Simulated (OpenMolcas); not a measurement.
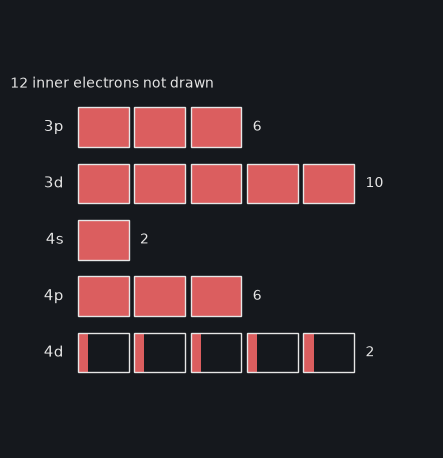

Figure 1. The outer shells of the leading configuration of the lowest level: a box for each of the 2l + 1 orbitals, shaded by the share of the shell that is filled, with the electron count at the right.

## Multiconfigurational calculation, with input and output: Mo⁴⁺ complex

System: Mo⁴⁺ with 6 ligands (Br; octahedron, 2.56 Å), neutralised by 6 outer point charges of +0.33 e, whose field is part of the energies.
Method: state-averaged CASSCF, active space 2 electrons in the shell 4d, basis ANO-RCC-VTZP on the metal and ANO-RCC-VDZP on the ligands, DKH2 scalar Hamiltonian, spin-orbit coupling by RASSI with atomic mean-field integrals (OpenMolcas).

### Input
```
&GATEWAY
Coord
7

Mo 0.0 0.0 0.0
Br 2.560000 0.000000 0.000000
Br 0.000000 2.560000 0.000000
Br -2.560000 0.000000 0.000000
Br 0.000000 -2.560000 0.000000
Br 0.000000 0.000000 2.560000
Br 0.000000 0.000000 -2.560000
Basis=Mo.ANO-RCC-VTZP,Br.ANO-RCC-VDZP
Group=XYZ
NoMove
AngMom=0.0 0.0 0.0
AMFI
RICD
XField
3 Angstrom 0
4.960000 0.000000 0.000000 0.333333
0.000000 4.960000 0.000000 0.333333
0.000000 0.000000 4.960000 0.333333
&SEWARD
&RASSCF
FileOrb=start.orb
Symmetry=1
Spin=3
nActEl=2 0 0
Inactive=63 63
Ras2=5 0
CIRoot=10 10 1
SDav=10
CIMx=300
Iter=150 100
PrWF=0.3
OrbListing=Nothing
MaxOrb=0
LevShft=1.0
>>> COPY $Project.JobIph JOB001
&RASSCF
FileOrb=start.orb
Symmetry=1
Spin=1
nActEl=2 0 0
Inactive=63 63
Ras2=5 0
CIRoot=15 15 1
SDav=15
CIMx=300
Iter=150 100
PrWF=0.3
OrbListing=Nothing
MaxOrb=0
LevShft=1.0
>>> COPY $Project.JobIph JOB002
&RASSI
NrOfJobIphs=2 10 15
1 2 3 4 5 6 7 8 9 10
1 2 3 4 5 6 7 8 9 10 11 12 13 14 15
IphNames
JOB001
JOB002
EJob
SpinOrbit
DIPRint=1.0
SOCoupling=1000.0
Subsets=2
Property=9
'ANGMOM' 1 'ANGMOM' 2 'ANGMOM' 3 'MLTPL  1' 1 'MLTPL  1' 2 'MLTPL  1' 3
'AMFI' 1 'AMFI' 2 'AMFI' 3
SOProperty=3
'ANGMOM' 1 'ANGMOM' 2 'ANGMOM' 3
```

The file start.orb holds starting orbitals from an earlier step. A driver script formed the levels outside the program, from RASSI's spin-orbit matrix and the active-space energies, averaged over the components of each term or state.

Run as:
```bash
OMP_NUM_THREADS=1 MOLCAS_MEM=2457 MOLCAS_PROJECT=a pymolcas a.inp > a.log  # once for each step of the input, in one work folder
```

### Log (extracts)
```
--- SEWARD ---
Basis set label: MO.ANO-RCC...7S6P4D2F1G.

      Electronic valence basis set:
      ------------------
      Associated Effective Charge  42.000000 au
      Associated Actual Charge     42.000000 au
      Nuclear Model: Point charge

      Shell  nPrim  nBasis  Cartesian Spherical Contaminant
         s      21       7        X
         p      18       6        X
         d      13       4                 X
         f       6       2                 X
         g       4       1                 X
                  Relativistic Douglas-Kroll-Hess integrals:
                    - DKH order of Hamiltonian: 2
                    - DKH order of Properties : 0
                  Atomic mean-field integrals
--- RASSCF ---
Wave function specifications:
      -----------------------------

      Number of closed shell electrons         252
      Number of electrons in active shells       2
      Max number of holes in RAS1 space          0
      Max nr of electrons in RAS3 space          0
      Number of inactive orbitals              126
      Number of active orbitals                  5
      Number of secondary orbitals              99
      Spin quantum number                      1.0
      State symmetry                             1
Orbital specifications:
      -----------------------

      Symmetry species                           1   2
                                                ag  au
      Frozen orbitals                            0   0
      Inactive orbitals                         63  63
      Active orbitals                            5   0
      RAS1 orbitals                              0   0
      RAS2 orbitals                              5   0
      RAS3 orbitals                              0   0
      Secondary orbitals                        49  50
      Deleted orbitals                           0   0
      Number of basis functions                117 113
      Number of CSFs                            10
      Number of root(s) required                10
      Iter CI   SX   CI       RASSCF       Energy    max ROT     max BLB   max BLB  Level Ln srch  Step   QN
          iter iter root      energy       change     param      element    value   shift minimum  type update
 Nr of preliminary CI iterations:   1
      Total energies have been shifted. Add               -19000.00 au
        1   1   16    0  -671.21540643    0.00E+00  -1.02E-01*   9  83 2 -2.58E-01*  1.27   0.00    SX    NO
        2   1   16    0  -671.89526703   -6.80E-01* -1.01E-01*  58  66 1  2.14E-01*  1.02   0.00    SX    NO
        3   1   17    0  -672.15344408   -2.58E-01* -7.27E-02   58  66 1  1.43E-01*  0.83   0.00    SX    NO
        4   1   16    0  -672.23897238   -8.55E-02*  4.09E-02   58  66 1  7.74E-02*  0.73   0.00    SX    NO
        5   1   15    0  -672.26843359   -2.95E-02*  4.32E-02   58  66 1  4.52E-02*  0.72   2.34    LS   YES
        6   1   16    0  -672.28271349   -1.43E-02* -2.06E-02   16  71 2 -1.89E-02*  0.74   1.27    QN   YES
        7   1   15    0  -672.28709424   -4.38E-03* -1.01E-02   16  69 1 -8.64E-03*  0.73   1.52    LS   YES
        8   1   15    0  -672.28767219   -5.78E-04*  3.19E-03    9  83 2 -1.08E-02*  0.73   1.07    QN   YES
        9   1   14    0  -672.28826549   -5.93E-04*  1.59E-03   16  69 1 -3.29E-03*  0.73   1.50    LS   YES
       10   1   13    0  -672.28834042   -7.49E-05* -9.08E-04    9  90 1 -4.77E-03*  0.73   1.01    QN   YES
       11   1   12    0  -672.28840096   -6.05E-05*  6.84E-04   58 115 1 -1.09E-03*  0.73   1.33    QN   YES
       12   1   11    0  -672.28841635   -1.54E-05* -2.78E-04    9  86 2  4.16E-04*  0.73   1.27    QN   YES
       13   1   10    0  -672.28841844   -2.08E-06* -1.50E-04    9  86 2  2.04E-04*  0.73   1.35    QN   YES
       14   1    9    0  -672.28841886   -4.23E-07* -4.06E-05   58  73 2 -5.74E-05   0.73   1.32    QN   YES
       15   1    7    0  -672.28841894   -7.51E-08* -3.04E-05   58  66 1 -3.44E-05   0.73   1.34    QN   YES
       16   1    7    0  -672.28841895   -1.51E-08* -2.31E-05   58  66 1 -1.86E-05   0.73   1.48    QN   YES
       17   1    7    0  -672.28841896   -5.50E-09  -1.53E-05   22  67 1 -1.12E-05   0.73   1.79    QN   YES
      Convergence after 17 iterations
       18   1    7    0  -672.28841896   -2.30E-09  -1.53E-05    9  86 2  6.04E-06   0.73   1.79    QN   YES
      Natural orbitals and occupation numbers for root  1
      sym 1:   0.981400   0.981400   0.018600   0.018600  -0.000000
      Natural orbitals and occupation numbers for root  2
      sym 1:   0.018635   0.981365  -0.000000   0.981365   0.018635
      Natural orbitals and occupation numbers for root  3
      sym 1:   0.981370   0.018630  -0.000000   0.981370   0.018630
::    RASSCF root number  1 Total energy: -19672.36786434
::    RASSCF root number  2 Total energy: -19672.36786434
::    RASSCF root number  3 Total energy: -19672.36786434
::    RASSCF root number  4 Total energy: -19672.28257120
::    RASSCF root number  5 Total energy: -19672.28257120
::    RASSCF root number  6 Total energy: -19672.28257120
::    RASSCF root number  7 Total energy: -19672.24839496
::    RASSCF root number  8 Total energy: -19672.24839496
::    RASSCF root number  9 Total energy: -19672.24839496
::    RASSCF root number 10 Total energy: -19672.18769807
--- RASSCF ---
Wave function specifications:
      -----------------------------

      Number of closed shell electrons         252
      Number of electrons in active shells       2
      Max number of holes in RAS1 space          0
      Max nr of electrons in RAS3 space          0
      Number of inactive orbitals              126
      Number of active orbitals                  5
      Number of secondary orbitals              99
      Spin quantum number                      0.0
      State symmetry                             1
Orbital specifications:
      -----------------------

      Symmetry species                           1   2
                                                ag  au
      Frozen orbitals                            0   0
      Inactive orbitals                         63  63
      Active orbitals                            5   0
      RAS1 orbitals                              0   0
      RAS2 orbitals                              5   0
      RAS3 orbitals                              0   0
      Secondary orbitals                        49  50
      Deleted orbitals                           0   0
      Number of basis functions                117 113
      Number of CSFs                            15
      Number of root(s) required                15
      Iter CI   SX   CI       RASSCF       Energy    max ROT     max BLB   max BLB  Level Ln srch  Step   QN
          iter iter root      energy       change     param      element    value   shift minimum  type update
 Nr of preliminary CI iterations:   1
      Total energies have been shifted. Add               -19000.00 au
        1   1   10    0  -672.24703963    0.00E+00  -1.06E-02   67  73 1 -6.00E-03*  0.72   0.00    SX    NO
        2   1   10    0  -672.24758208   -5.42E-04*  5.50E-03   59  67 1 -3.87E-03*  0.72   0.00    SX    NO
        3   1   10    0  -672.24777471   -1.93E-04*  3.20E-03   59  67 1 -2.64E-03*  0.72   0.00    SX    NO
        4   1    9    0  -672.24785089   -7.62E-05*  1.84E-03   59  67 1 -1.91E-03*  0.72   0.00    SX    NO
        5   1    9    0  -672.24788299   -3.21E-05*  2.71E-03   59  67 1 -1.36E-03*  0.72   2.50    LS   YES
        6   1    9    0  -672.24790625   -2.33E-05* -7.09E-04   59  67 1 -5.49E-04*  0.72   1.31    QN   YES
        7   1    8    0  -672.24790891   -2.66E-06*  3.61E-04   59  67 1 -2.54E-04*  0.72   1.32    QN   YES
        8   1    7    0  -672.24790970   -7.94E-07*  2.59E-04   56  66 1 -1.86E-04*  0.72   1.72    LS   YES
        9   1    8    0  -672.24790987   -1.74E-07*  2.05E-04   56  66 1 -2.29E-04*  0.72   1.04    QN   YES
       10   1    7    0  -672.24791011   -2.32E-07*  1.53E-04   56  66 1 -1.31E-04*  0.72   1.75    LS   YES
       11   1    7    0  -672.24791016   -5.55E-08*  6.02E-05   51  83 2 -6.82E-05   0.72   1.15    QN   YES
       12   1    6    0  -672.24791021   -4.57E-08*  5.49E-05   56  66 1 -4.85E-05   0.72   1.91    LS   YES
       13   1    7    0  -672.24791022   -1.59E-08* -5.47E-05   51  83 2  4.39E-05   0.72   1.15    QN   YES
       14   1    6    0  -672.24791024   -1.26E-08*  8.46E-06   55  69 1  1.39E-05   0.72   1.11    QN   YES
       15   1    5    0  -672.24791024   -1.06E-09  -6.50E-06   55  69 1  8.29E-06   0.72   2.50    QN   YES
      Convergence after 15 iterations
       16   1    5    0  -672.24791024   -4.77E-10  -6.50E-06   55  69 1  1.79E-06   0.72   2.50    QN   YES
      Natural orbitals and occupation numbers for root  1
      sym 1:   0.011785   0.988509   0.011858   0.987849   0.000000
      Natural orbitals and occupation numbers for root  2
      sym 1:   0.988001   0.988334   0.000000   0.011814   0.011851
      Natural orbitals and occupation numbers for root  3
      sym 1:   0.989271   0.011940   0.011699   0.987091   0.000000
::    RASSCF root number  1 Total energy: -19672.32483070
::    RASSCF root number  2 Total energy: -19672.32483070
::    RASSCF root number  3 Total energy: -19672.32483070
::    RASSCF root number  4 Total energy: -19672.32340365
::    RASSCF root number  5 Total energy: -19672.32340365
::    RASSCF root number  6 Total energy: -19672.27110919
::    RASSCF root number  7 Total energy: -19672.24249047
::    RASSCF root number  8 Total energy: -19672.24249047
::    RASSCF root number  9 Total energy: -19672.24249047
::    RASSCF root number 10 Total energy: -19672.23144662
::    RASSCF root number 11 Total energy: -19672.23144662
::    RASSCF root number 12 Total energy: -19672.23144662
::    RASSCF root number 13 Total energy: -19672.15000624
::    RASSCF root number 14 Total energy: -19672.15000624
::    RASSCF root number 15 Total energy: -19672.10442121
--- RASSI ---
SPIN-FREE ENERGIES:
  (Shifted by EMIN (a.u.) =     -19672.3678643408)

 SF State       Relative EMIN(au)   Rel lowest level(eV)    D:o, cm**(-1)

     1             0.0000000000        0.0000000000              0.0000
     2             0.0000000000        0.0000000000              0.0000
     3             0.0000000000        0.0000000000              0.0000
    11             0.0430336435        1.1710050938           9444.7930
    12             0.0430336435        1.1710050938           9444.7930
    13             0.0430336440        1.1710051075           9444.7931
    14             0.0444606864        1.2098369108           9757.9928
    15             0.0444606870        1.2098369274           9757.9929
     4             0.0852931385        2.3209445346          18719.6801
     5             0.0852931385        2.3209445346          18719.6801
     6             0.0852931392        2.3209445546          18719.6803
    16             0.0967551524        2.6328418225          21235.3014
     7             0.1194693778        3.2509273825          26220.4976
     9             0.1194693787        3.2509274075          26220.4978
     8             0.1194693787        3.2509274075          26220.4978
    17             0.1253738734        3.4115968935          27516.3846
    18             0.1253738734        3.4115968935          27516.3846
    19             0.1253738734        3.4115968935          27516.3846
    20             0.1364177167        3.7121151804          29940.2281
    21             0.1364177167        3.7121151804          29940.2281
    22             0.1364177173        3.7121151969          29940.2282
    10             0.1801662670        4.9025738795          39541.9250
    23             0.2178580987        5.9282208717          47814.3259
    24             0.2178580987        5.9282208717          47814.3259
    25             0.2634431322        7.1686528246          57819.0843
     Dipole printing threshold changed to   1.00000000E+00
Eigenvalues of complex Hamiltonian:
   -----------------------------------
  (Shifted by EMIN (a.u.) =     -19672.3678643408)

 SO State       Relative EMIN(au)   Rel lowest level(eV)    D:o, cm**(-1)

     1            -0.0024299565        0.0000000000              0.0000
     2            -0.0024299565        0.0000000002              0.0000
     3            -0.0023269985        0.0028016294             22.5967
     4            -0.0023269985        0.0028016294             22.5967
     5            -0.0023269985        0.0028016294             22.5967
     6             0.0020155488        0.1209683610            975.6756
     7             0.0020155488        0.1209683611            975.6756
     8             0.0020155488        0.1209683609            975.6756
     9             0.0039180516        0.1727381004           1393.2267
    10             0.0429722994        1.2354583212           9964.6434
    11             0.0429722994        1.2354583213           9964.6434
    12             0.0429722999        1.2354583348           9964.6435
    13             0.0445593286        1.2786435853          10312.9560
    14             0.0445593292        1.2786436018          10312.9562
    15             0.0834449290        2.3367746763          18847.3588
    16             0.0844066061        2.3629432443          19058.4226
    17             0.0844066065        2.3629432557          19058.4227
    18             0.0844066065        2.3629432550          19058.4226
    19             0.0861130656        2.4093783728          19432.9471
    20             0.0861130659        2.4093783819          19432.9472
    21             0.0861130659        2.4093783812          19432.9472
    22             0.0861571219        2.4105772044          19442.6164
    23             0.0861571223        2.4105772162          19442.6165
    24             0.0966437887        2.6959339473          21744.1737
    25             0.1173839540        3.2603025963          26296.1138
    26             0.1182888214        3.2849252928          26494.7093
    27             0.1182888215        3.2849252935          26494.7093
    28             0.1182888219        3.2849253042          26494.7094
    29             0.1197214918        3.3239102400          26809.1441
    30             0.1197214918        3.3239102404          26809.1441
    31             0.1197214922        3.3239102512          26809.1442
    32             0.1208281892        3.3540250104          27052.0361
    33             0.1208281899        3.3540250288          27052.0362
    34             0.1263763604        3.5049984397          28269.7189
    35             0.1263763604        3.5049984394          28269.7189
    36             0.1263763605        3.5049984421          28269.7189
    37             0.1366110073        3.7834973680          30515.9643
    38             0.1366110073        3.7834973680          30515.9643
    39             0.1366110079        3.7834973845          30515.9644
    40             0.1803383314        4.9733784746          40113.0026
    41             0.1803383314        4.9733784746          40113.0026
Weights of the five most important spin-orbit-free states for each spin-orbit state.

 SO State  Total energy (au)           Spin-free states, spin, and weights
 -------------------------------------------------------------------------------------------------------
    1        -0.002430       3 1.0  0.6273    1 1.0  0.3122    2 1.0  0.0547   14 0.0  0.0041    4 1.0  0.0010
    2        -0.002430       2 1.0  0.6081    1 1.0  0.3506    3 1.0  0.0355   15 0.0  0.0041    6 1.0  0.0010
    3        -0.002327       2 1.0  0.4868    3 1.0  0.4829    1 1.0  0.0260   12 0.0  0.0032    4 1.0  0.0003
    4        -0.002327       1 1.0  0.4763    2 1.0  0.4310    3 1.0  0.0884   11 0.0  0.0028   13 0.0  0.0004
    5        -0.002327       1 1.0  0.4934    3 1.0  0.4244    2 1.0  0.0779   13 0.0  0.0029   11 0.0  0.0004
    6         0.002016       3 1.0  0.4991    2 1.0  0.4880    1 1.0  0.0122    6 1.0  0.0003    4 1.0  0.0003
    7         0.002016       3 1.0  0.4996    1 1.0  0.4879    2 1.0  0.0117    6 1.0  0.0003    5 1.0  0.0003
    8         0.002016       2 1.0  0.4996    1 1.0  0.4991    3 1.0  0.0006    4 1.0  0.0003    5 1.0  0.0003
    9         0.003918       3 1.0  0.3324    1 1.0  0.3324    2 1.0  0.3324   16 0.0  0.0026    9 1.0  0.0001
   10         0.042972      12 0.0  0.9921    6 1.0  0.0018    4 1.0  0.0018    3 1.0  0.0018    2 1.0  0.0018
   11         0.042972      11 0.0  0.9921    5 1.0  0.0018    4 1.0  0.0018    2 1.0  0.0018    1 1.0  0.0018
   12         0.042972      13 0.0  0.9921    5 1.0  0.0018    6 1.0  0.0018    3 1.0  0.0018    1 1.0  0.0018
```

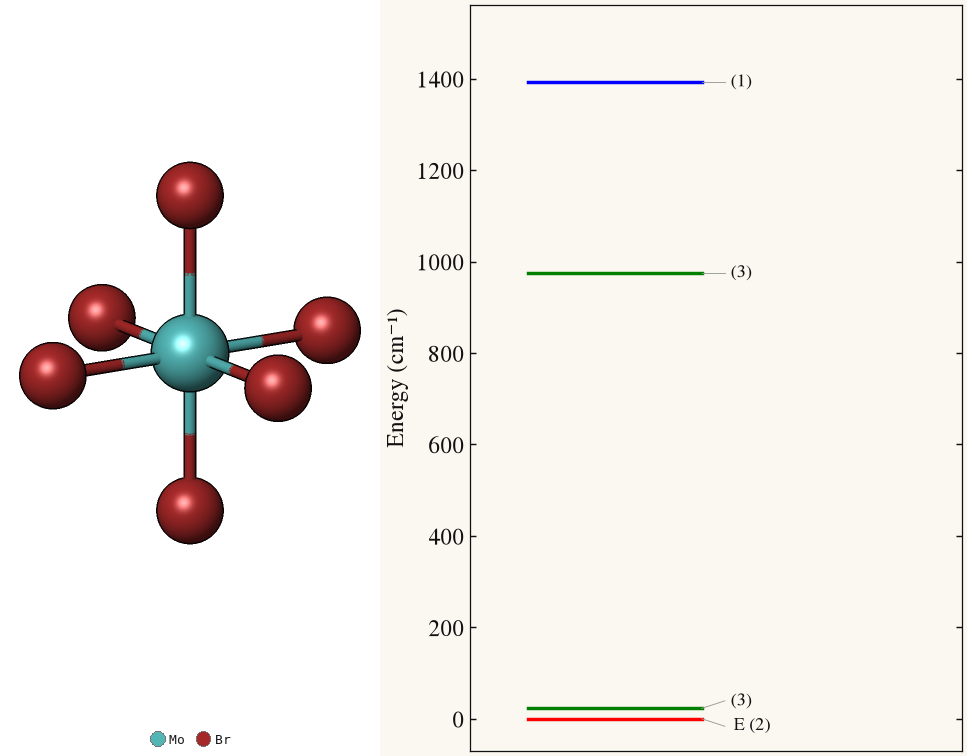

Figure 2. Mo⁴⁺ (4d²) with 6 ligands, Br⁻, at 2.56 Å (arrangement: octahedron, Oh), neutralised by outer point charges of +0.33 e, and its levels. Labels give the representation in O, Td, D4 or D3 as the site allows (double group for half-integer spin) where it could be assigned and, in brackets, the degeneracy; spin-free states, where drawn, share the zero of the spin-orbit levels. The ground level is E, doubly degenerate, 100 % from states of spin multiplicity 3. Its principal g values are all close to zero. The next level lies at 23 cm⁻¹. The active orbitals hold 69 to 90 % metal character (Löwdin), and the Mulliken charge of the metal is +0.89.

### Results in brief

- outcome: converged
- energy of the lowest spin-free term: −19672.36786 hartree
- energy of the lowest spin-orbit level: −19672.37029 hartree
- largest spread among components of a term: 0.0 cm⁻¹
- hardware: 1 thread of Intel Xeon @ 2.90GHz (Ice Lake), 16 GiB of memory available, shared host
- wall time: 2.2 min
- peak memory: 0.4 GiB

### Remarks

Without dynamic correlation the splittings between terms come out too large, often by 20 to 50 %. Caveats: covalent bonds, ligand orbitals missing from the active space; distances are set from ionic radii, not optimised.
